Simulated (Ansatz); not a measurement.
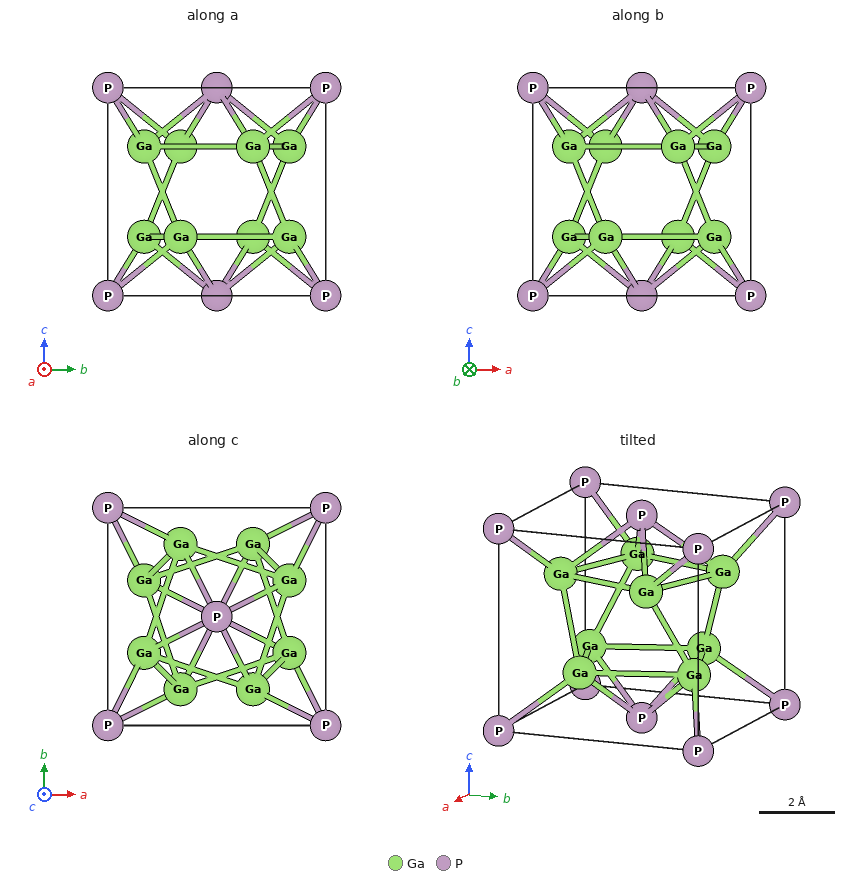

We look at a ball-and-stick model of the crystal along the a axis, along the b axis, along the c axis and slightly off an axis. One conventional unit cell is framed, with atoms on its boundary repeated.

Lattice parameters: a = 5.8369 Å, b = 5.8369 Å, c = 5.5764 Å, α = 90.000°, β = 90.000°, γ = 90.000°.

> Turn the picture into a CIF in P1 with every atom of the cell, with free fractional coordinates to two decimals.

```cif
data_structure
_symmetry_space_group_name_H-M 'P 1'
_symmetry_Int_Tables_number 1
_cell_length_a 5.8369
_cell_length_b 5.8369
_cell_length_c 5.5764
_cell_angle_alpha 90.000
_cell_angle_beta 90.000
_cell_angle_gamma 90.000
_cell_volume 189.99
loop_
_atom_site_label
_atom_site_type_symbol
_atom_site_fract_x
_atom_site_fract_y
_atom_site_fract_z
_atom_site_occupancy
Ga1 Ga 0.67 0.83 0.28 1
Ga2 Ga 0.83 0.33 0.28 1
Ga3 Ga 0.17 0.33 0.72 1
Ga4 Ga 0.83 0.67 0.72 1
Ga5 Ga 0.67 0.17 0.72 1
Ga6 Ga 0.33 0.83 0.72 1
Ga7 Ga 0.33 0.17 0.28 1
Ga8 Ga 0.17 0.67 0.28 1
P1 P 0.50 0.50 0.00 1
P2 P 0.00 0.00 0.00 1
```

The model was built from a structure type filled with these elements by a generator (whether the compound takes this form wasn't checked). The picture shows the end point of a geometry optimisation with Ansatz 0.2.0, DFT PBE, scalar-relativistic, plane waves, PAW.
